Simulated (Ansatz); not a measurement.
# SiH2 (SMILES [H][Si][H]): SVWN5/cc-pVDZ

What is the energy change on altering one bond length of SiH2 at SVWN5/cc-pVDZ? 

The calculation is run with Ansatz 0.2.0.

61 further runs of the same task are left out: 61 set aside as unsound or not needed.

## Step 1: The structure to begin with

The species is SiH2 (3 atoms), meant as a singlet with charge 0. As SMILES, `[H][Si][H]`. The coordinates come from a GFN2-xTB relaxation.

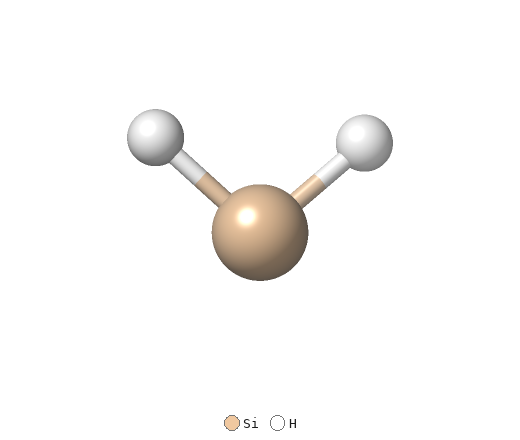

The structure, seen from a chosen angle (silicon light orange, hydrogen white).

## Step 2: The energy at SVWN5/cc-pVDZ

job.yaml

```yaml
crystal:
  periodic: [false, false, false]
  atoms:
    - {symbol: Si, position_ang: [0.005220, -0.008160, -0.655700]}
    - {symbol: H, position_ang: [1.110230, -0.020010, 0.337410]}
    - {symbol: H, position_ang: [-1.115450, 0.028170, 0.318290]}
basis:
  gaussian:
    orbitals: cc-pVDZ
hamiltonian:
  xc: {name: SVWN5}
accuracy: high
```

Run with:

```
$ ansatz run job.yaml --threads 1 --pin off --max-ram 2610MiB --events-out events.jsonl --progress --plain --runs-dir runs
```

What it wrote:

```text
Warning: RAYON_NUM_THREADS=1 ignored (pool sized by the plan → 1); use --threads N
Functional definition: SVWN5
  name "SVWN5"
  exchange = slater_x
  correlation = vwn5_c
555 factors; integrals over basis functions are off by at most 2.7e-9 eV
mean field evaluation 1: about -7874.7624 eV, gradient 1.1e1 eV
mean field evaluation 2: about -7875.1641 eV, gradient 5.6e0 eV
mean field evaluation 4: about -7875.3166 eV, gradient 1.9e-1 eV
mean field evaluation 8: about -7875.3099 eV, gradient 1.7e-4 eV
mean field evaluation 16: about -7875.3099 eV, gradient 9.9e-7 eV
mean field -7875.30990996 eV, -289.4123011143 hartree, gradient 2.0e-8 eV, S^2 0.000000; 0 other end points of the search recorded, 0 dependent functions left out
reference -7875.30991215 eV, -289.4123011948 hartree; 8, 8 occupied and 20, 20 virtual orbitals, 555 factors
Total energy: -7875.30991215 eV, -289.4123011948 hartree
```

It took 0.61 s on 1 thread of Arm Neoverse V1, shared host.

## Step 3: The distorted shape at the same level

run.yaml

```yaml
crystal:
  periodic: [false, false, false]
  atoms:
    - {symbol: Si, position_ang: [0.285369, -0.017242, -0.899181]}
    - {symbol: H, position_ang: [1.390379, -0.029092, 0.093929]}
    - {symbol: H, position_ang: [-1.115450, 0.028170, 0.318290]}
basis:
  gaussian:
    orbitals: cc-pVDZ
accuracy: high
hamiltonian:
  xc: {name: SVWN5}
```

Run with:

```
$ ansatz run run.yaml --threads 1 --pin off --max-ram 2610MiB --events-out events.jsonl --progress --plain --runs-dir runs
```

What it wrote:

```text
Warning: RAYON_NUM_THREADS=1 ignored (pool sized by the plan → 1); use --threads N
[... 4 set-up lines as earlier in the session ...]
548 factors; integrals over basis functions are off by at most 3.9e-9 eV
mean field evaluation 1: about -7874.4764 eV, gradient 9.8e0 eV
mean field evaluation 2: about -7874.7026 eV, gradient 6.5e0 eV
mean field evaluation 4: about -7874.9313 eV, gradient 4.2e-1 eV
mean field evaluation 8: about -7874.9260 eV, gradient 2.7e-2 eV
mean field evaluation 16: about -7874.9260 eV, gradient 3.8e-7 eV
mean field -7874.92597473 eV, -289.3981917549 hartree, gradient 3.1e-8 eV, S^2 0.000000; 0 other end points of the search recorded, 0 dependent functions left out
reference -7874.92597697 eV, -289.3981918371 hartree; 8, 8 occupied and 20, 20 virtual orbitals, 548 factors
Total energy: -7874.92597697 eV, -289.3981918371 hartree
```

It took 0.59 s on 1 thread of Arm Neoverse V1, shared host.

## Step 4: Outcome

Level: SVWN5/cc-pVDZ.

| quantity | value |
| --- | --- |
| first shape: total energy | -289.41230 Eh |
| distorted shape: total energy | -289.39819 Eh |
| energy change with the Si1–H3 bond stretched from 1.485 to 1.856 Å | 0.384 eV |

In words: With the Si1–H3 bond stretched from 1.485 to 1.856 Å the energy rises by 0.38 eV (37.0 kJ/mol). The first shape isn't relaxed at this level, so the change isn't measured from a minimum.
